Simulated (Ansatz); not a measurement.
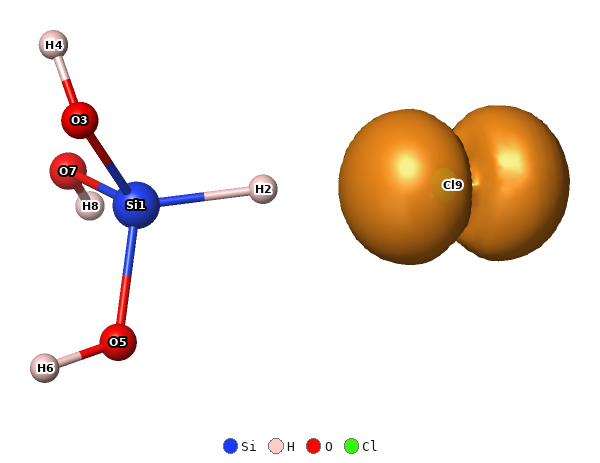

H4O3Si···Cl (doublet). Isosurface of the spin density at +0.05 e/Å³ (orange), seen at a tilt.

The calculation used UHF/def2-SVP in Ansatz.

```xyz
9

Si   -0.0179   -0.0348    0.0677
H     0.2574    0.1836    1.4888
O     1.3308    0.0277   -0.8526
H     1.8290   -0.7608   -0.9977
O    -1.0341    1.1637   -0.3752
H    -1.2045    1.3242   -1.2905
O    -0.6491   -1.5311   -0.1733
H    -1.4104   -1.8175    0.3055
Cl   -0.1941   -0.2037    3.9941
```

Q: Describe the spin distribution.

A: The unpaired spin (1 electron) lies mostly on Cl9 (about 1.0), in electrons by Hirshfeld's partition.
